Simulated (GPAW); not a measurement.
**A GW chain in GPAW: H (Cmce)**

How does a plane-wave GW calculation on H (Cmce) run from the first input to the gap?

Method: LDA and many-body steps on it, plane waves, in GPAW 26.7.0.

**1. Set-up**

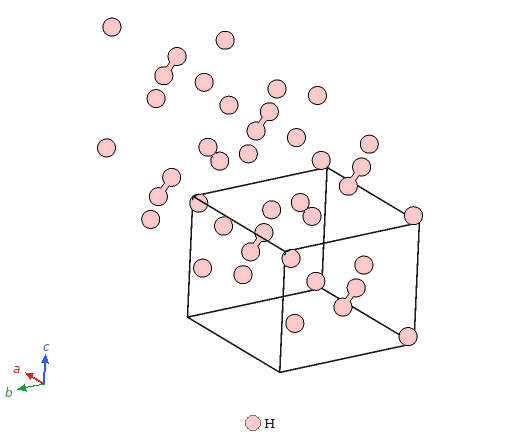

The starting structure, seen from a free direction (hydrogen pink). 2×1×2 cells are drawn. This picture shows the conventional cell, with its axes. Bonds to atoms that aren't drawn are left out. Some periodic images of atoms are drawn too.

The cell and positions are those that the Materials Project relaxed with its own functionals (PBE, PBE+U or r2SCAN), kept fixed.

**2. Ground state**

This step: GPAW 26.7.0; DFT, LDA, plane waves, PAW.

The ground-state density comes first.

run.py reads:

```python
import json
import numpy as np
from gpaw.mpi import world
from ase import Atoms
from gpaw import GPAW, PW, FermiDirac

atoms = Atoms(['H', 'H', 'H', 'H'],
    cell=[[2.6234813799, -2.5669048168, 0.0000000000],
      [2.6234813799, 2.5669048168, 0.0000000000],
      [0.0000000000, 0.0000000000, 4.1418180000]],
    scaled_positions=[[0.9532956300, 0.0467043700, 0.0685088900],
      [0.4532956300, 0.5467043700, 0.4314911100],
      [0.5467043700, 0.4532956300, 0.5685088900],
      [0.0467043700, 0.9532956300, 0.9314911100]],
    pbc=(True, True, True))
calc = GPAW(mode=PW(600),
    xc='LDA',
    kpts={'size': (6, 6, 6), 'gamma': True},
    occupations=FermiDirac(0.001),
    nbands=-8,
    convergence={'density': 1e-6, 'bands': -3},
    maxiter=100,
    txt='gs.txt')
atoms.calc = calc
res = {'energy': atoms.get_potential_energy()}
kpts = calc.get_ibz_k_points()
res['kpts'] = kpts
res['eigenvalues'] = [calc.get_eigenvalues(kpt=k) for k in range(len(kpts))]
res['n_electrons'] = calc.get_number_of_electrons()
calc.write('gs.gpw')

if world.rank == 0:
    with open('result.json', 'w') as f:
        json.dump(res, f, default=lambda x: x.tolist())
```

The run is started by

```
> mpirun -n 4 gpaw python run.py
```

Numbers of over 12 decimals in the logs are rounded to 6 here.

The log of the run:

```text
__  _  _
 | _ |_)|_||  |
 |__||  | ||/\| - 26.7.0

Input parameters:
  mode=PW(ecut=600.0),
  convergence={'density': 1e-06, 'bands': -3},
  kpts=MonkhorstPack(size=(6, 6, 6), gamma=True),
  maxiter=100,
  nbands=-8,
  occupations=Occupations(name='fermi-dirac', width=0.001, fixmagmom=False),
  xc=XC(name='LDA')
  [... matrices ...]
Diagonalizing LCAO Hamiltonian
Converting LCAO to pw mode

          H

        HH

       H

Atoms  # Å, Bohr magnetons
|   | symbol |        x |         y |        z |    initial magnetic moments |
| 0 |      H | 2.623481 | -2.327133 | 0.283751 | ( 0.0000,  0.0000,  0.0000) |
| 1 |      H | 2.623481 |  0.239771 | 1.787158 | ( 0.0000,  0.0000,  0.0000) |
| 2 |      H | 2.623481 | -0.239771 | 2.354660 | ( 0.0000,  0.0000,  0.0000) |
| 3 |      H | 2.623481 |  2.327133 | 3.858067 | ( 0.0000,  0.0000,  0.0000) |

Unit cell  # Å
| periodic |        x |         y |        z |  lengths |    angles |
|      yes | 2.623481 | -2.566905 | 0.000000 | 3.670375 | 90.000000 |
|      yes | 2.623481 |  2.566905 | 0.000000 | 3.670375 | 90.000000 |
|      yes | 0.000000 |  0.000000 | 4.141818 | 4.141818 | 88.750972 |

Number of symmetries: 4
Symmetry operations  # r_c * U_cc + t_c -> r_c
|   | kind |            matrix            |
| 0 |  E   |  1, 0, 0,  0, 1, 0,  0, 0, 1 |
| 1 |  C2  |  0, 1, 0,  1, 0, 0,  0, 0,-1 |
| 2 |  σ   |  0,-1, 0, -1, 0, 0,  0, 0, 1 |
| 3 |  i   | -1, 0, 0,  0,-1, 0,  0, 0,-1 |

BZ-sampling:
  Number of BZ points: 216
  Number of IBZ points: 68

  Monkhorst-Pack size: [6, 6, 6]
  Monkhorst-Pack shift: [0.083333, 0.083333, 0.083333]

K-points  # in reciprocal-cell coordinates
|     |                                coordinates |     weight |
|   0 | (  0.00000000,   0.00000000,   0.00000000) | 0.00462963 |
|   1 | (  0.00000000,   0.00000000,   0.16666667) | 0.00925926 |
|   2 | (  0.00000000,   0.00000000,   0.33333333) | 0.00925926 |
|   3 | (  0.00000000,   0.00000000,   0.50000000) | 0.00462963 |
|   4 | (  0.16666667,  -0.16666667,  -0.33333333) | 0.00925926 |
|   5 | (  0.16666667,  -0.16666667,  -0.16666667) | 0.00925926 |
|   6 | (  0.16666667,  -0.16666667,   0.00000000) | 0.00925926 |
|   7 | (  0.16666667,  -0.16666667,   0.16666667) | 0.00925926 |
|   8 | (  0.16666667,  -0.16666667,   0.33333333) | 0.00925926 |
|   9 | (  0.16666667,  -0.16666667,   0.50000000) | 0.00925926 |
| ... |                                            |            |
|  67 | (  0.50000000,   0.50000000,   0.50000000) | 0.00462963 |

Plane wave coefficients: 1886
Cutoff: 600.0 eV

Spin-components: 1 (collinear spins)
Bands:           10
Projectors:      12
Spin-degeneracy: 2
Datatype:        complex128

  Storage: CPU
  Wave functions: 20_247_680 bytes (5_061_920 per core)
  Projectors: 22_272_448 bytes (5_568_112 per core)
  [... matrices ...]
Parallelization:
  kpt:    4
  domain: 1
  band:   1

Density:
  Valence electrons: 4.0
  Components: 1
  Grid points: [21 21 24]
  Charge: 0.0  # |e|

Potential:
  Grid points: [21 21 24]

species:
  H:
    name:    Hydrogen
    Z:       1.0
    valence: 1
    core:    0
    charge:  0.0  # [|e|]
    compensation charges:
      type: gauss
      rc: 0.15  # [Å]
      lmax: 2
    cutoffs:
      filter: 0.85  # [Å]
      core: 0.53  # [Å]
    projectors
    | kind |    occ | energy [eV] | rcut [Å] |
    |   1s |  1.000 |      -6.353 |    0.476 |
    |    s |        |      20.858 |    0.476 |
    |    p |        |       0.000 |    0.476 |

    Using partial waves for H as LCAO basis

Reference energy: -48.515833  # eV

eigensolver:
  PPCG
  Converge bands: -3
  niter=2

density mixing:
  MSR1-Mixer
  Pratt-step length: 0.05
  Maximum mixing coefficient: 0.75
  Old densities: 10
  SVD Regularization: 0.005
  Good broyden scale: 1.0
  Trust region scale: 1.0
  Backstep threshold: 4.0
  History deletion threshold: 6.0
  Fourier metric: weight=20.0, sigma=0.015

occupation numbers:
  Fermi-Dirac:
    width: 0.0010  # eV

poisson solver:
  ecut: 4800.0  # eV

xc functional:
  name: None

Initialization done in: 0.567 s

convergence criteria:
- Maximum integral of absolute [dens]ity change: 1e-06 electrons / valence electron
- Maximum [total energy] change in last 3 cyles: 0.0005 eV / valence electron
- Maximum integral of absolute [eigenst]ate change: 4e-08 eV^2 / valence electron
maximum number of iterations: 100

SCF iterations
|iter     |     time |      energy | eigst |  dens |
|iter:   1|  |  -14.781867 | +2.67 |       |
|iter:   2|  |  -14.643063 | +1.20 | -0.39 |
|iter:   3|  |  -13.515295 | -0.43 | -0.42 |
|iter:   4|  |  -13.499119 | -2.08 | -1.20 |
|iter:   5|  |  -13.499935 | -3.98 | -1.79 |
|iter:   6|  |  -13.499923c| -5.46 | -2.92 |
|iter:   7|  |  -13.499923c| -7.55c| -4.11 |
|iter:   8|  |  -13.499923c| -7.49c| -4.56 |
|iter:   9|  |  -13.499923c| -8.73c| -5.82 |
|iter:  10|  |  -13.499923c| -9.46c| -6.44c|

Converged in 10 steps
SCF loop duration: 3.089 s (0.309 s/step)
Energy contributions relative to reference atoms: (reference = -48.515833)
  [... matrices ...]
Energy contributions:
  Kinetic:          13.715607
  Coulomb:         -16.972199
  Zero:              0.005123
  External:          0.000000
  Xc:              -10.248454
  Entropy:          -0.000000
  Spinorbit:         0.000000
  ----------------------------
  Free energy:     -13.499923
  Extrapolated:    -13.499923

dipole moment: (0.000000, 0.000000, -0.000000)  # |e|*Ang

Fermi level: -3.355
Eigenvalues  # (at kpt = [0.000, 0.000, 0.000])
| band index |      eig [eV] | occ [0-2] |
|          0 |       -10.293 |     2.000 |
|          1 |        -8.352 |     2.000 |
|          2 |         2.598 |     0.000 |
|          3 |         3.832 |     0.000 |
|          4 |         4.416 |     0.000 |
|          5 |         6.360 |     0.000 |
|          6 |         6.487 |     0.000 |
|          7 |         7.946 |     0.000 |
|          8 |        10.369 |     0.000 |
|          9 |        11.175 |     0.000 |

Gap: 8.694 eV
Transition (v -> c):
  (s=0, k=0, n=1, [0.00, 0.00, 0.00]) -> (s=0, k=51, n=2, [0.50, 0.00, 0.50])
Direct/indirect transitions are different
Direct gap: 9.356 eV
Transition at: (s=0, k=51, n=1, [0.50, 0.00, 0.50])
# Writing to gs.gpw (mode='')
  [... matrices ...]
```

Elapsed: 5.1 s, on 4 MPI ranks of Arm Neoverse V2, shared host; peak memory 0.62 GiB.

This step gave:

* total energy: -13.50 eV
* gap: 8.694 eV
* k of the valence top: 0, 0, 0
* k of the conduction bottom: 0.5, 0, 0.5
* least direct gap: 9.356 eV

The gap is indirect, with the least direct gap 0.66 eV higher.

**3. Bands along the symmetry lines**

The cheap functional maps the bands first; the places of the edges decide which points the dearer methods must see.

run.py reads:

```python
import json
import numpy as np
from gpaw.mpi import world
from gpaw import GPAW

path = [[0.000000, 0.000000, 0.000000],
    [0.062500, 0.062500, 0.000000],
    [0.125000, 0.125000, 0.000000],
    [0.187500, 0.187500, 0.000000],
    [0.250000, 0.250000, 0.000000],
    [0.312500, 0.312500, 0.000000],
    [0.375000, 0.375000, 0.000000],
    [0.437500, 0.437500, 0.000000],
    [0.500000, 0.500000, 0.000000],
    [0.498667, 0.501333, 0.000000],
    [0.497333, 0.502667, 0.000000],
    [0.496000, 0.504000, 0.000000],
    [0.494667, 0.505333, 0.000000],
    [0.493333, 0.506667, 0.000000],
    [0.492000, 0.508000, 0.000000],
    [0.490667, 0.509333, 0.000000],
    [0.489334, 0.510666, 0.000000],
    [-0.489334, 0.489334, 0.000000],
    [-0.428167, 0.428167, 0.000000],
    [-0.367000, 0.367000, 0.000000],
    [-0.305833, 0.305833, 0.000000],
    [-0.244667, 0.244667, 0.000000],
    [-0.183500, 0.183500, 0.000000],
    [-0.122333, 0.122333, 0.000000],
    [-0.061167, 0.061167, 0.000000],
    [0.000000, 0.000000, 0.000000],
    [0.000000, 0.000000, 0.062500],
    [0.000000, 0.000000, 0.125000],
    [0.000000, 0.000000, 0.187500],
    [0.000000, 0.000000, 0.250000],
    [0.000000, 0.000000, 0.312500],
    [0.000000, 0.000000, 0.375000],
    [0.000000, 0.000000, 0.437500],
    [0.000000, 0.000000, 0.500000],
    [-0.061167, 0.061167, 0.500000],
    [-0.122333, 0.122333, 0.500000],
    [-0.183500, 0.183500, 0.500000],
    [-0.244667, 0.244667, 0.500000],
    [-0.305833, 0.305833, 0.500000],
    [-0.367000, 0.367000, 0.500000],
    [-0.428167, 0.428167, 0.500000],
    [-0.489334, 0.489334, 0.500000],
    [0.489334, 0.510666, 0.500000],
    [0.490667, 0.509333, 0.500000],
    [0.492000, 0.508000, 0.500000],
    [0.493333, 0.506667, 0.500000],
    [0.494667, 0.505333, 0.500000],
    [0.496000, 0.504000, 0.500000],
    [0.497333, 0.502667, 0.500000],
    [0.498667, 0.501333, 0.500000],
    [0.500000, 0.500000, 0.500000],
    [0.500000, 0.500000, 0.437500],
    [0.500000, 0.500000, 0.375000],
    [0.500000, 0.500000, 0.312500],
    [0.500000, 0.500000, 0.250000],
    [0.500000, 0.500000, 0.187500],
    [0.500000, 0.500000, 0.125000],
    [0.500000, 0.500000, 0.062500],
    [0.500000, 0.500000, 0.000000],
    [0.000000, 0.000000, 0.000000],
    [0.000000, 0.062500, 0.000000],
    [0.000000, 0.125000, 0.000000],
    [0.000000, 0.187500, 0.000000],
    [0.000000, 0.250000, 0.000000],
    [0.000000, 0.312500, 0.000000],
    [0.000000, 0.375000, 0.000000],
    [0.000000, 0.437500, 0.000000],
    [0.000000, 0.500000, 0.000000],
    [0.000000, 0.500000, 0.062500],
    [0.000000, 0.500000, 0.125000],
    [0.000000, 0.500000, 0.187500],
    [0.000000, 0.500000, 0.250000],
    [0.000000, 0.500000, 0.312500],
    [0.000000, 0.500000, 0.375000],
    [0.000000, 0.500000, 0.437500],
    [0.000000, 0.500000, 0.500000],
    [0.000000, 0.437500, 0.500000],
    [0.000000, 0.375000, 0.500000],
    [0.000000, 0.312500, 0.500000],
    [0.000000, 0.250000, 0.500000],
    [0.000000, 0.187500, 0.500000],
    [0.000000, 0.125000, 0.500000],
    [0.000000, 0.062500, 0.500000],
    [0.000000, 0.000000, 0.500000],
    [0.062500, 0.062500, 0.500000],
    [0.125000, 0.125000, 0.500000],
    [0.187500, 0.187500, 0.500000],
    [0.250000, 0.250000, 0.500000],
    [0.312500, 0.312500, 0.500000],
    [0.375000, 0.375000, 0.500000],
    [0.437500, 0.437500, 0.500000],
    [0.500000, 0.500000, 0.500000]]
calc = GPAW('gs.gpw').fixed_density(kpts=path,
    symmetry='off',
    nbands=12,
    convergence={'bands': 8},
    txt='bands.txt')
res = {}
kpts = calc.get_ibz_k_points()
res['kpts'] = kpts
res['eigenvalues'] = [calc.get_eigenvalues(kpt=k) for k in range(len(kpts))]
res['n_electrons'] = calc.get_number_of_electrons()

if world.rank == 0:
    with open('result.json', 'w') as f:
        json.dump(res, f, default=lambda x: x.tolist())
```

The run is started by

```
> mpirun -n 4 gpaw python run.py
```

The log of the run:

```text
Diagonalizing LCAO Hamiltonian
Converting LCAO to pw mode
convergence criteria:
- Maximum integral of absolute [eigenst]ate change: 4e-08 eV^2 / valence electron
maximum number of iterations: 100

SCF iterations
|iter     |     time |      energy | eigst |  dens |
|iter:   1|  |             | +3.00 |       |
|iter:   2|  |             | +1.57 |       |
|iter:   3|  |             | -0.56 |       |
|iter:   4|  |             | -2.88 |       |
|iter:   5|  |             | -5.38 |       |
|iter:   6|  |             | -7.37 |       |
|iter:   7|  |             | -8.40c|       |
SCF steps: 7
  __  _  _
 | _ |_)|_||  |
 |__||  | ||/\| - 26.7.0

Input parameters:
  mode=PW(ecut=600.0),
  convergence={'bands': 8},
  gpts=array([21, 21, 24]),
  kpts=KPoints(kpts=array([[ 0.      ,  0.      ,  0.      ],
         [ 0.0625  ,  0.0625  ,  0.      ],
         [ 0.125   ,  0.125   ,  0.      ],
         [ 0.1875  ,  0.1875  ,  0.      ],
[...]
[ 0.498667,  0.501333,  0.      ],
         [ 0.497333,  0.502667,  0.      ],
[...]
[ 0.494667,  0.505333,  0.      ],
[...]
[-0.489334,  0.489334,  0.      ],
         [-0.428167,  0.428167,  0.      ],
         [-0.367   ,  0.367   ,  0.      ],
         [-0.305833,  0.305833,  0.      ],
[...]
[-0.1835  ,  0.1835  ,  0.      ],
[...]
[-0.1835  ,  0.1835  ,  0.5     ],
[...]
[-0.367   ,  0.367   ,  0.5     ],
         [-0.428167,  0.428167,  0.5     ],
         [-0.489334,  0.489334,  0.5     ],
[...]
[ 0.497333,  0.502667,  0.5     ],
         [ 0.498667,  0.501333,  0.5     ],
[...]
[ 0.375   ,  0.375   ,  0.5     ],
         [ 0.4375  ,  0.4375  ,  0.5     ],
         [ 0.5     ,  0.5     ,  0.5     ]])),
  maxiter=100,
  nbands=12,
  occupations=Occupations(name='fermi-dirac', width=0.001, fixmagmom=False),
  parallel={},
  symmetry=Symmetry(point_group=False, time_reversal=False),
  xc=XC(name='LDA')
  [... matrices ...]
timing:  # [seconds]
  Total: 0.022  # ━━━━━━━━━━━━━━━━━━━━━━━━━━━━━━━━━━━━━━━━━━━━━━━━━━━━━━━━━━━
```

Elapsed: 5.3 s, on 4 MPI ranks; peak memory 0.65 GiB; 21 s of CPU time.

This step gave:

```
gap                        : 8.694 eV
k of the valence top       : 0, 0, 0
k of the conduction bottom : 0, 0.5, 0.5
least direct gap           : 9.356 eV
```

The gap is 8.694 eV, as in the run before at this level.

Electronic bands along the path, in eV, zero at the top of the highest filled band; v1 is the highest filled band, c1 the lowest empty one:

```
     point     v2     v1     c1     c2     c3     c4
         Γ  -1.94   0.00  10.95  12.18  12.77  14.71
         Y  -0.63  -0.45   9.05   9.79  13.89  14.83
        F0  -0.63  -0.45   9.05   9.80  13.88  14.84
jump to Δ0  -0.63  -0.45   9.05   9.80  13.88  14.84
         Γ  -1.94   0.00  10.95  12.18  12.77  14.71
         Z  -0.98  -0.98  10.03  10.03  15.22  15.22
        B0  -0.43  -0.43  10.53  10.53  11.96  11.96
jump to G0  -0.43  -0.43  10.53  10.53  11.96  11.96
         T  -0.43  -0.43  10.54  10.54  11.96  11.96
         Y  -0.63  -0.45   9.05   9.79  13.89  14.83
 jump to Γ  -1.94   0.00  10.95  12.18  12.77  14.71
         S  -0.82  -0.82  10.31  10.31  13.48  13.48
         R  -0.66  -0.66   8.69   8.69  15.34  15.34
         Z  -0.98  -0.98  10.03  10.03  15.22  15.22
         T  -0.43  -0.43  10.54  10.54  11.96  11.96
```

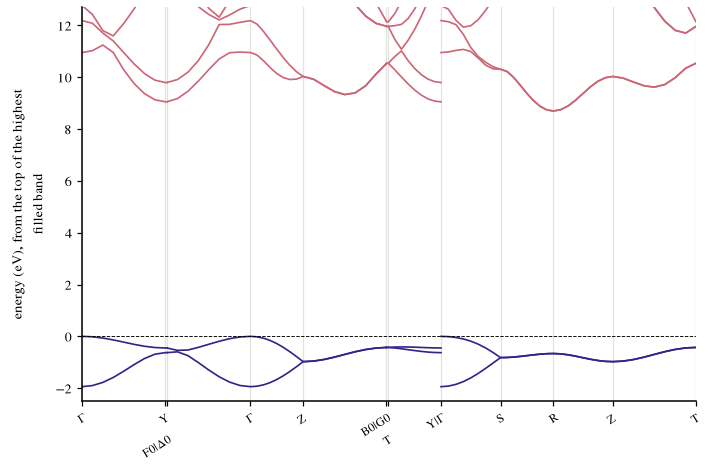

Electronic bands along the path; lines of filled and empty bands in two colours.

**4. Empty states on the mesh, 4×4×4 mesh, 100 bands**

The sums over transitions need many empty states on a uniform mesh; this step solves for them.

run.py reads:

```python
import json
import numpy as np
from gpaw.mpi import world
from gpaw import GPAW

calc = GPAW('gs.gpw').fixed_density(kpts={'size': (4, 4, 4), 'gamma': True},
    nbands=116,
    convergence={'bands': 100},
    txt='nscf.txt')
calc.write('full.gpw', mode='all')
res = {}
kpts = calc.get_ibz_k_points()
res['kpts'] = kpts
res['eigenvalues'] = [calc.get_eigenvalues(kpt=k) for k in range(len(kpts))]
res['n_electrons'] = calc.get_number_of_electrons()

if world.rank == 0:
    with open('result.json', 'w') as f:
        json.dump(res, f, default=lambda x: x.tolist())
```

The run is started by

```
> mpirun -n 4 gpaw python run.py
```

The log of the run:

```text
Diagonalizing LCAO Hamiltonian
Converting LCAO to pw mode
convergence criteria:
- Maximum integral of absolute [eigenst]ate change: 4e-08 eV^2 / valence electron
maximum number of iterations: 100

SCF iterations
|iter     |     time |      energy | eigst |  dens |
|iter:   1|  |             | +5.03 |       |
|iter:   2|  |             | +3.83 |       |
|iter:   3|  |             | +2.68 |       |
[...]
|iter:  15|  |             | -6.13 |       |
|iter:  16|  |             | -6.77 |       |
|iter:  17|  |             | -7.51c|       |
SCF steps: 17
  __  _  _
 | _ |_)|_||  |
 |__||  | ||/\| - 26.7.0

Input parameters:
  mode=PW(ecut=600.0),
  convergence={'bands': 100},
  gpts=array([21, 21, 24]),
  kpts=MonkhorstPack(size=(4, 4, 4), gamma=True),
  maxiter=100,
  nbands=116,
  occupations=Occupations(name='fermi-dirac', width=0.001, fixmagmom=False),
  parallel={},
  xc=XC(name='LDA')
# Writing to full.gpw (mode='all')
  [... matrices ...]

timing:  # [seconds]
  Total: 0.042  # ━━━━━━━━━━━━━━━━━━━━━━━━━━━━━━━━━━━━━━━━━━━━━━━━━━━━━━━━━━━
```

The job ended after 31 s (4 MPI ranks; peak memory 0.73 GiB).

This step gave:

```
gap                                                           : 8.694 eV
k of the valence top                                          : 0, 0, 0
k of the conduction bottom                                    : 0.5, 0, 0.5
least direct gap                                              : 9.356 eV
k points computed                                             : 24
lowest point of the top converged band, above the valence top : 81.6521 eV
```

On this mesh the gap is 8.694 eV.

(Part 1 of 2 ends here.)

[Paths, hosts, dates, memory and timing lines, banners, echoed tables and standing remarks are left out of the program output.]

[Logs are printed without paths, hosts, clocks, repeated set-up lines and the standing remarks that a program may print on its own settings, such as how far it seeks lower states.]

[Runs of the session that timed out or met a known fault of the program may be left out.]

[Hosts, paths, dates, database ids (printed as entryN), source tags and the programs' standing remarks are cut or masked in the printed files.]
